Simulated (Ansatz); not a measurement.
# C2H3Cl2Si (SMILES [H]/[C]=C/[SiH](Cl)Cl): USVWN5/def2-SVP

What is the energy change on altering one bond length of C2H3Cl2Si at USVWN5/def2-SVP? 

Program for the calculation: Ansatz 0.2.0.

61 further runs of the same task are left out: 61 set aside as unsound or not needed.

### Step 1. Starting point

C2H3Cl2Si: 8 atoms, total charge 0, spin state doublet. SMILES: `[H]/[C]=C/[SiH](Cl)Cl`. Geometry: relaxed at PBE0-D4/def2-TZVP. This is one conformer, not always the lowest.

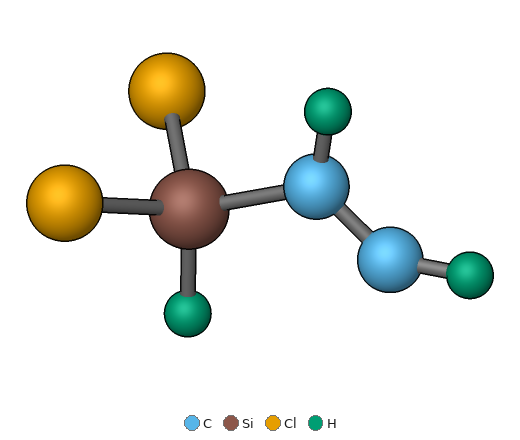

The structure, seen from a chosen angle (carbon blue, silicon brown, chlorine amber, hydrogen teal).

### Step 2. A single-point energy at USVWN5/def2-SVP

Contents of molecule.yaml:

```yaml
crystal:
  periodic: [false, false, false]
  atoms:
    - {symbol: C, position_ang: [-0.467200, 1.549800, 0.659300]}
    - {symbol: C, position_ang: [-0.193600, 0.279100, 0.737900]}
    - {symbol: Si, position_ang: [0.301600, -0.635800, -0.791100]}
    - {symbol: Cl, position_ang: [-1.013100, -2.166600, -1.130900]}
    - {symbol: Cl, position_ang: [2.164100, -1.443500, -0.534600]}
    - {symbol: H, position_ang: [-0.772500, 2.376400, 1.285600]}
    - {symbol: H, position_ang: [-0.249600, -0.262100, 1.689000]}
    - {symbol: H, position_ang: [0.322500, 0.245600, -1.971100]}
basis:
  gaussian:
    orbitals: def2-SVP
magnetization:
  spin_polarized: true
  initial_magnetization: 1
hamiltonian:
  xc: {name: SVWN5}
accuracy: high
output: {orbitals: {seedname: orbitals}}
```

Command:

```
$ ansatz run molecule.yaml --threads 1 --pin off --max-ram 3480MiB --events-out events.jsonl --progress --plain --runs-dir runs
```

Standard output:

```text
Warning: RAYON_NUM_THREADS=1 ignored (pool sized by the plan → 1); use --threads N
Functional definition: SVWN5
  name "SVWN5"
  exchange = slater_x
  correlation = vwn5_c
2058 factors; integrals over basis functions are off by at most 5.3e-9 eV
mean field evaluation 1: about -34895.0658 eV, gradient 3.4e1 eV
mean field evaluation 2: about -34882.3838 eV, gradient 5.6e1 eV
mean field evaluation 4: about -34901.3736 eV, gradient 8.0e0 eV
mean field evaluation 8: about -34901.7201 eV, gradient 3.1e-1 eV
mean field evaluation 16: about -34901.7208 eV, gradient 7.8e-5 eV
mean field -34901.72083130 eV, -1282.6145833142 hartree, gradient 5.1e-8 eV, S^2 0.756446; 0 other end points of the search recorded, 0 dependent functions left out
reference -34901.72083416 eV, -1282.6145834193 hartree; 32, 31 occupied and 65, 66 virtual orbitals, 2058 factors
Total energy: -34901.72083416 eV, -1282.6145834193 hartree
```

It took 6.6 s on 1 thread of Arm Neoverse V1, shared host; peak memory 0.28 GiB.

### Step 3. The distorted shape

Contents of molecule.yaml:

```yaml
crystal:
  periodic: [false, false, false]
  atoms:
    - symbol: C
      position_ang: [-0.470334, 1.417614, 0.836268]
    - symbol: C
      position_ang: [-0.196734, 0.146914, 0.914868]
    - symbol: Si
      position_ang: [0.298466, -0.767986, -0.614132]
    - symbol: Cl
      position_ang: [-1.016234, -2.298786, -0.953932]
    - symbol: Cl
      position_ang: [2.160966, -1.575686, -0.357632]
    - symbol: H
      position_ang: [-0.775634, 2.244214, 1.462568]
    - symbol: H
      position_ang: [-0.252734, -0.394286, 1.865968]
    - symbol: H
      position_ang: [0.322500, 0.245600, -1.971100]
basis:
  gaussian:
    orbitals: def2-SVP
magnetization:
  spin_polarized: true
  initial_magnetization: 1
hamiltonian:
  xc: {name: SVWN5}
accuracy: high
output:
  orbitals: {seedname: orbitals}
```

Command:

```
$ ansatz run molecule.yaml --threads 1 --pin off --max-ram 3480MiB --events-out events.jsonl --progress --plain --runs-dir runs
```

Standard output:

```text
Warning: RAYON_NUM_THREADS=1 ignored (pool sized by the plan → 1); use --threads N
Functional definition: SVWN5
  name "SVWN5"
  exchange = slater_x
  correlation = vwn5_c
2045 factors; integrals over basis functions are off by at most 7.4e-9 eV
mean field evaluation 1: about -34894.8229 eV, gradient 3.4e1 eV
mean field evaluation 2: about -34879.7355 eV, gradient 5.9e1 eV
mean field evaluation 4: about -34900.8993 eV, gradient 1.0e1 eV
mean field evaluation 8: about -34901.4598 eV, gradient 3.6e-1 eV
mean field evaluation 16: about -34901.4608 eV, gradient 1.6e-4 eV
mean field -34901.46075400 eV, -1282.6050256496 hartree, gradient 5.9e-8 eV, S^2 0.756547; 0 other end points of the search recorded, 0 dependent functions left out
reference -34901.46075688 eV, -1282.6050257557 hartree; 32, 31 occupied and 65, 66 virtual orbitals, 2045 factors
Total energy: -34901.46075688 eV, -1282.6050257557 hartree
```

Run time: 6.6 s. Hardware: 1 thread of Arm Neoverse V1, shared host; peak memory 0.28 GiB.

### Step 4. Results

At USVWN5/def2-SVP:

| quantity | value |
| --- | --- |
| first shape: total energy | -1282.61458 Eh |
| first shape: HOMO energy (highest over α and β) | -5.50 eV |
| first shape: LUMO energy (lowest over α and β) | -3.85 eV |
| first shape: ⟨S²⟩ | 0.756 |
| distorted shape: total energy | -1282.60503 Eh |
| distorted shape: HOMO energy (highest over α and β) | -5.54 eV |
| distorted shape: LUMO energy (lowest over α and β) | -3.88 eV |
| distorted shape: ⟨S²⟩ | 0.757 |
| energy change with the Si3–H8 bond stretched from 1.473 to 1.694 Å | 0.260 eV |

What this shows: With the Si3–H8 bond stretched from 1.473 to 1.694 Å the energy rises by 0.26 eV (6.0 kcal/mol). The first shape isn't relaxed at this level, so the change isn't measured from a minimum.
